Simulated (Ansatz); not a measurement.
## Run report: C2H11NO3Si2, geometry relaxation (part 3 of 3)

The same run, continued: C2H11NO3Si2; RKS PBE0/STO-3G (Ansatz 0.2.0). It belongs to a series of runs on one base structure; here: start relaxed.

Geometry of the input (Å):
```
Si 0.0000  0.0000  0.0000
N  0.0000  0.0000  1.8200
H  -0.8770  -0.2713  2.3500
H  0.8770  0.2713  2.3500
O  1.5842  0.0000  -0.5594
Si 2.4906  -1.3762  -0.8866
H  1.6598  -2.3521  -1.5857
H  3.6318  -1.0202  -1.7249
H  2.9691  -1.9538  0.3660
O  -0.7913  1.3709  -0.5594
C  -2.1512  1.4177  -0.9653
H  -2.7687  0.8215  -0.2614
H  -2.5023  2.4707  -0.9639
H  -2.2473  0.9975  -1.9882
O  -0.7913  -1.3709  -0.5594
C  -1.5365  -2.2685  0.2501
H  -1.2251  -2.1576  1.3097
H  -2.6187  -2.0400  0.1571
H  -1.3490  -3.3106  -0.0830
```

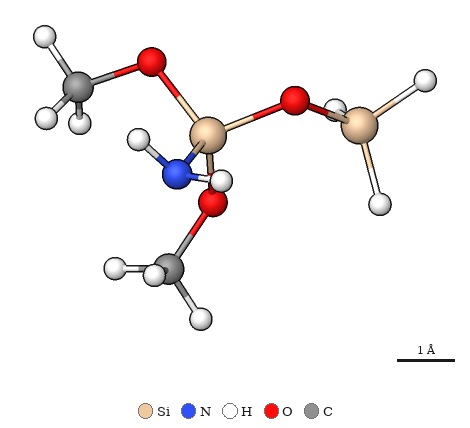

The geometry at step 24 of the log (ball-and-stick view, seen on its broad side).

**Trajectory as extended XYZ, continued**
```
19
Properties=species:S:1:pos:R:3:forces:R:3 step=19 energy=-25312.56513
Si    0.0466   -0.0830    0.0951    0.1286   0.0834   0.0089
N    -0.2769    0.0021    1.8171   -0.1236   0.0911   0.0038
H    -0.8035    0.8606    2.0889    0.0390  -0.0541  -0.0061
H     0.6027    0.0284    2.3744    0.0188  -0.0010  -0.0031
O     1.6850   -0.0347   -0.1895    0.1305   0.0228  -0.0355
Si    2.4105   -1.3354   -1.0037   -0.0193   0.0108   0.0338
H     1.8593   -1.5627   -2.3229    0.0038   0.0051  -0.0083
H     3.8013   -0.9675   -1.1387   -0.0135   0.0028  -0.0019
H     2.3372   -2.5676   -0.2440   -0.0027   0.0213  -0.0201
O    -0.6236    1.2456   -0.7399    0.0431   0.0094   0.0260
C    -2.0683    1.1814   -0.7957   -0.0154  -0.0637   0.0268
H    -2.5544    1.2365    0.2023   -0.0216   0.0038  -0.0101
H    -2.4225    2.0500   -1.3797   -0.0006   0.0335  -0.0071
H    -2.4515    0.2688   -1.2986   -0.0072   0.0111  -0.0039
O    -0.4652   -1.5618   -0.5568   -0.1191  -0.1235  -0.0093
C    -1.4727   -2.2355    0.2346    0.0001  -0.0296  -0.0166
H    -1.3841   -2.0107    1.3164   -0.0220  -0.0147   0.0270
H    -2.4998   -1.9594   -0.0819   -0.0353  -0.0104  -0.0099
H    -1.3659   -3.3268    0.0883    0.0165   0.0019   0.0059
19
Properties=species:S:1:pos:R:3:forces:R:3 step=20 energy=-25312.49756 accepted=F
Si    0.0497   -0.0983    0.1436    0.0143   0.0572  -0.0047
N    -0.3685    0.0722    1.8413    0.9480   0.2031   1.0200
H    -0.7428    1.0386    2.0818    0.5702  -0.8528  -0.1199
H     0.5029   -0.1018    2.4631   -1.5092   0.5513  -0.9221
O     1.7043   -0.0964   -0.0649    0.2574  -0.2986  -0.3497
Si    2.4066   -1.3095   -1.0555   -0.3624  -0.0685   0.1467
H     1.8191   -1.3950   -2.3934    0.1183   0.0496   0.3808
H     3.7933   -0.9252   -1.1881   -0.0134   0.0048   0.0100
H     2.3565   -2.6338   -0.4270   -0.0061   0.4247  -0.1901
O    -0.5816    1.2110   -0.7533    0.0585  -0.0139   0.0214
C    -2.0272    1.1675   -0.8223   -0.1106   0.0266  -0.0089
H    -2.5275    1.2616    0.1687    0.0544  -0.0251  -0.0977
H    -2.3603    2.0272   -1.4373    0.0341  -0.0722   0.0543
H    -2.4204    0.2460   -1.3050    0.0181   0.0618   0.0336
O    -0.4564   -1.5908   -0.4892   -0.1089  -0.0569   0.0429
C    -1.4861   -2.2623    0.2765   -0.1500   0.0009   0.1148
H    -1.4833   -1.9730    1.3559   -0.0303  -0.0979  -0.3103
H    -2.5079   -2.0514   -0.1281    0.2925  -0.0756   0.1224
H    -1.3163   -3.3582    0.1991   -0.0748   0.1817   0.0566
19
Properties=species:S:1:pos:R:3:forces:R:3 step=21 energy=-25312.57244
Si    0.0557   -0.0912    0.1141   -0.0643   0.0043   0.0443
N    -0.3123    0.0304    1.8274    0.0272  -0.0430  -0.0611
H    -0.7575    0.9386    2.0796    0.0362  -0.0125  -0.0093
H     0.5519   -0.0283    2.4072   -0.0258   0.0170   0.0315
O     1.7008   -0.0469   -0.1592   -0.0806   0.0066   0.0302
Si    2.4054   -1.3214   -1.0284    0.0431  -0.0419  -0.0382
H     1.8450   -1.4912   -2.3528   -0.0068   0.0114   0.0084
H     3.7978   -0.9608   -1.1580    0.0115  -0.0018  -0.0042
H     2.3239   -2.5821   -0.3196   -0.0020   0.0056  -0.0022
O    -0.6029    1.2381   -0.7267   -0.0200   0.0061  -0.0217
C    -2.0483    1.1763   -0.8042    0.0368   0.0514   0.0015
H    -2.5524    1.2228    0.1853    0.0106  -0.0212  -0.0069
H    -2.3868    2.0568   -1.3816   -0.0099  -0.0113   0.0013
H    -2.4275    0.2739   -1.3270    0.0044  -0.0137  -0.0005
O    -0.4770   -1.5727   -0.5293    0.0953   0.0777  -0.0037
C    -1.4818   -2.2518    0.2566   -0.0627  -0.0430   0.0322
H    -1.4584   -1.9767    1.3310    0.0240   0.0240  -0.0142
H    -2.5056   -2.0426   -0.1195    0.0000  -0.0145  -0.0010
H    -1.3157   -3.3428    0.1707   -0.0168  -0.0011   0.0136
19
Properties=species:S:1:pos:R:3:forces:R:3 step=22 energy=-25312.57443
Si    0.0600   -0.0967    0.1311   -0.0403  -0.0183   0.0174
N    -0.3294    0.0366    1.8390    0.0519   0.0519   0.0193
H    -0.7383    0.9673    2.0806    0.0821  -0.1077  -0.0150
H     0.5246   -0.0567    2.4336   -0.1078   0.0340  -0.0300
O     1.7078   -0.0581   -0.1301   -0.0236  -0.0703  -0.0227
Si    2.4016   -1.3115   -1.0458   -0.0366   0.0145  -0.0021
H     1.8235   -1.4385   -2.3689    0.0125   0.0117   0.0389
H     3.7941   -0.9527   -1.1806    0.0061   0.0005   0.0007
H     2.3209   -2.5931   -0.3736    0.0077   0.0289  -0.0113
O    -0.5893    1.2294   -0.7221   -0.0147   0.0120  -0.0159
C    -2.0336    1.1671   -0.8145    0.0160   0.0249   0.0073
H    -2.5473    1.1990    0.1707    0.0098  -0.0063  -0.0130
H    -2.3691    2.0532   -1.3856   -0.0020  -0.0190   0.0098
H    -2.4053    0.2690   -1.3506    0.0057  -0.0032  -0.0028
O    -0.4664   -1.5832   -0.5053    0.0389   0.0529   0.0063
C    -1.4885   -2.2513    0.2701   -0.0965  -0.0462   0.0763
H    -1.5045   -1.9351    1.3362    0.0184  -0.0141  -0.1144
H    -2.5040   -2.0722   -0.1497    0.1071  -0.0256   0.0367
H    -1.3027   -3.3440    0.2312   -0.0347   0.0795   0.0144
19
Properties=species:S:1:pos:R:3:forces:R:3 step=23 energy=-25312.57624
Si    0.0591   -0.0998    0.1345    0.0027  -0.0125   0.0099
N    -0.3345    0.0332    1.8410    0.0443   0.0543   0.0286
H    -0.7277    0.9696    2.0829    0.0404  -0.0657  -0.0079
H     0.5143   -0.0724    2.4402   -0.0770   0.0119  -0.0333
O     1.7073   -0.0656   -0.1209   -0.0157  -0.0534  -0.0196
Si    2.4007   -1.3073   -1.0515   -0.0134   0.0268   0.0109
H     1.8179   -1.4200   -2.3733    0.0068  -0.0014   0.0275
H     3.7921   -0.9442   -1.1872    0.0033   0.0025  -0.0030
H     2.3280   -2.5947   -0.3902   -0.0035   0.0178  -0.0161
O    -0.5842    1.2280   -0.7211   -0.0025   0.0077  -0.0006
C    -2.0276    1.1631   -0.8207   -0.0111   0.0029   0.0021
H    -2.5460    1.1812    0.1622    0.0072  -0.0016  -0.0106
H    -2.3645    2.0539   -1.3831    0.0034  -0.0104   0.0054
H    -2.3933    0.2693   -1.3687    0.0052   0.0046   0.0017
O    -0.4681   -1.5857   -0.4998    0.0098   0.0119  -0.0082
C    -1.4933   -2.2478    0.2779   -0.0629  -0.0252   0.0565
H    -1.5149   -1.9138    1.3374    0.0030  -0.0178  -0.0747
H    -2.5055   -2.0785   -0.1511    0.0743  -0.0116   0.0238
H    -1.3057   -3.3401    0.2575   -0.0141   0.0592   0.0076
19
Properties=species:S:1:pos:R:3:forces:R:3 step=24 energy=-25312.57815
Si    0.0605   -0.1089    0.1466    0.0273   0.0035   0.0090
N    -0.3472    0.0314    1.8488    0.0254   0.0628   0.0176
H    -0.7008    0.9830    2.0898    0.0158  -0.0417   0.0004
H     0.4860   -0.1142    2.4602   -0.0451   0.0012  -0.0290
O     1.7097   -0.0828   -0.0957    0.0180  -0.0294  -0.0177
Si    2.4022   -1.2927   -1.0661   -0.0381  -0.0065  -0.0002
H     1.8018   -1.3781   -2.3814    0.0111   0.0180   0.0034
H     3.7904   -0.9192   -1.2091   -0.0053  -0.0042   0.0048
H     2.3361   -2.5993   -0.4430    0.0206   0.0244   0.0047
O    -0.5714    1.2214   -0.7148   -0.0034  -0.0059   0.0167
C    -2.0132    1.1514   -0.8344   -0.0168  -0.0165  -0.0046
H    -2.5448    1.1507    0.1416    0.0070   0.0014  -0.0102
H    -2.3476    2.0488   -1.3872    0.0027   0.0011  -0.0009
H    -2.3660    0.2642   -1.4017    0.0054   0.0133   0.0109
O    -0.4697   -1.5944   -0.4833   -0.0240  -0.0190   0.0047
C    -1.5054   -2.2405    0.2963   -0.0095  -0.0057   0.0144
H    -1.5522   -1.8664    1.3406   -0.0013  -0.0196  -0.0402
H    -2.5064   -2.0958   -0.1629    0.0202  -0.0104   0.0123
H    -1.3080   -3.3302    0.3211   -0.0097   0.0332   0.0038
19
Properties=species:S:1:pos:R:3:forces:R:3 step=25 energy=-25312.57888
Si    0.0627   -0.1228    0.1625    0.0101   0.0170   0.0199
N    -0.3625    0.0359    1.8586    0.0579   0.0847   0.0618
H    -0.6619    1.0077    2.0980    0.0423  -0.1040  -0.0097
H     0.4489   -0.1664    2.4854   -0.1009   0.0333  -0.0695
O     1.7134   -0.1085   -0.0661    0.0235  -0.0384  -0.0318
Si    2.4026   -1.2763   -1.0889    0.0271   0.0146   0.0300
H     1.7918   -1.3134   -2.4022   -0.0057  -0.0149   0.0293
H     3.7868   -0.8881   -1.2330   -0.0065   0.0077  -0.0013
H     2.3648   -2.6030   -0.5054   -0.0255   0.0334  -0.0303
O    -0.5547    1.2101   -0.7062   -0.0239  -0.0185   0.0119
C    -1.9949    1.1374   -0.8495    0.0003  -0.0194  -0.0041
H    -2.5420    1.1265    0.1178    0.0106   0.0038  -0.0122
H    -2.3225    2.0385   -1.4001    0.0004   0.0031  -0.0024
H    -2.3355    0.2538   -1.4300    0.0062   0.0178   0.0146
O    -0.4777   -1.6079   -0.4602   -0.0352  -0.0253   0.0240
C    -1.5270   -2.2352    0.3190    0.0182  -0.0070   0.0145
H    -1.6070   -1.8155    1.3449   -0.0029  -0.0414  -0.0743
H    -2.5146   -2.1232   -0.1773    0.0305  -0.0158   0.0308
H    -1.3165   -3.3211    0.3983   -0.0266   0.0692  -0.0010
19
Properties=species:S:1:pos:R:3:forces:R:3 step=27 energy=-25312.58017
Si    0.0643   -0.1267    0.1665   -0.0013   0.0006   0.0137
N    -0.3677    0.0420    1.8592    0.0220   0.0223  -0.0071
H    -0.6479    1.0176    2.0970   -0.0021  -0.0132  -0.0012
H     0.4332   -0.1752    2.4906   -0.0149  -0.0044  -0.0062
O     1.7160   -0.1132   -0.0574    0.0016  -0.0177  -0.0115
Si    2.4063   -1.2693   -1.0912   -0.0168   0.0063   0.0017
H     1.7867   -1.3007   -2.3998    0.0036   0.0051   0.0030
H     3.7889   -0.8770   -1.2378   -0.0004  -0.0008   0.0021
H     2.3638   -2.6010   -0.5232    0.0065   0.0063   0.0011
O    -0.5505    1.2012   -0.7105    0.0016  -0.0067   0.0019
C    -1.9908    1.1353   -0.8501   -0.0040  -0.0021   0.0017
H    -2.5349    1.1471    0.1187    0.0026   0.0011  -0.0064
H    -2.3135    2.0281   -1.4172    0.0010  -0.0035   0.0011
H    -2.3389    0.2433   -1.4121    0.0005   0.0055   0.0028
O    -0.4756   -1.6141   -0.4525    0.0014  -0.0014   0.0040
C    -1.5298   -2.2383    0.3199   -0.0083  -0.0064   0.0099
H    -1.6175   -1.8200    1.3437   -0.0016  -0.0067  -0.0135
H    -2.5146   -2.1274   -0.1807    0.0087   0.0007   0.0054
H    -1.3235   -3.3234    0.4025   -0.0001   0.0149  -0.0028
19
Properties=species:S:1:pos:R:3:forces:R:3 step=28 energy=-25312.58059
Si    0.0662   -0.1363    0.1755   -0.0061   0.0019   0.0127
N    -0.3770    0.0482    1.8627    0.0233   0.0101  -0.0023
H    -0.6289    1.0319    2.0977    0.0017  -0.0148   0.0017
H     0.4068   -0.1979    2.5048   -0.0195   0.0056  -0.0105
O     1.7189   -0.1283   -0.0394    0.0013  -0.0099  -0.0078
Si    2.4089   -1.2573   -1.1022   -0.0149   0.0029   0.0070
H     1.7795   -1.2641   -2.4065    0.0054   0.0036   0.0008
H     3.7887   -0.8555   -1.2489   -0.0005  -0.0009  -0.0016
H     2.3763   -2.6007   -0.5618    0.0054   0.0041  -0.0007
O    -0.5398    1.1869   -0.7143    0.0055  -0.0016  -0.0022
C    -1.9800    1.1282   -0.8564   -0.0050   0.0045   0.0017
H    -2.5259    1.1566    0.1110    0.0013  -0.0006  -0.0043
H    -2.2958    2.0153   -1.4363    0.0015  -0.0045   0.0028
H    -2.3328    0.2312   -1.4071   -0.0005   0.0013   0.0000
O    -0.4750   -1.6262   -0.4358    0.0068  -0.0025   0.0021
C    -1.5401   -2.2390    0.3304   -0.0078  -0.0019   0.0001
H    -1.6419   -1.8086    1.3473    0.0009   0.0043   0.0038
H    -2.5175   -2.1331   -0.1847   -0.0018   0.0008  -0.0008
H    -1.3368   -3.3228    0.4297    0.0031  -0.0024  -0.0026
19
Properties=species:S:1:pos:R:3:forces:R:3 step=29 energy=-25312.58076
Si    0.0683   -0.1472    0.1847   -0.0119   0.0027   0.0024
N    -0.3857    0.0545    1.8659    0.0172   0.0026   0.0028
H    -0.6125    1.0449    2.0976    0.0035  -0.0147   0.0025
H     0.3806   -0.2159    2.5188   -0.0170   0.0105  -0.0107
O     1.7220   -0.1446   -0.0208    0.0083  -0.0137  -0.0111
Si    2.4120   -1.2452   -1.1130   -0.0036   0.0049   0.0018
H     1.7752   -1.2262   -2.4137   -0.0020  -0.0019   0.0080
H     3.7884   -0.8324   -1.2616    0.0000  -0.0002   0.0049
H     2.3920   -2.6006   -0.6019   -0.0011   0.0113  -0.0035
O    -0.5285    1.1697   -0.7203    0.0054   0.0000  -0.0016
C    -1.9689    1.1206   -0.8624   -0.0054   0.0036   0.0037
H    -2.5148    1.1641    0.1044    0.0020  -0.0015  -0.0055
H    -2.2776    2.0034   -1.4525    0.0011  -0.0043   0.0032
H    -2.3287    0.2202   -1.4032    0.0010   0.0024   0.0002
O    -0.4730   -1.6409   -0.4167    0.0040  -0.0040   0.0045
C    -1.5518   -2.2397    0.3414   -0.0075   0.0000   0.0016
H    -1.6675   -1.7968    1.3516    0.0042   0.0018  -0.0020
H    -2.5212   -2.1363   -0.1894    0.0027  -0.0011   0.0004
H    -1.3544   -3.3232    0.4570   -0.0010   0.0014  -0.0015
```

**Results in brief**

- outcome: converged
- total energy: −25312.5808 eV
- mean-field energy: −25312.5808 eV
- largest force (length of the vector) at the end: 0.023 eV/Å
- wall time: 7.7 min
- peak memory: 0.18 GiB
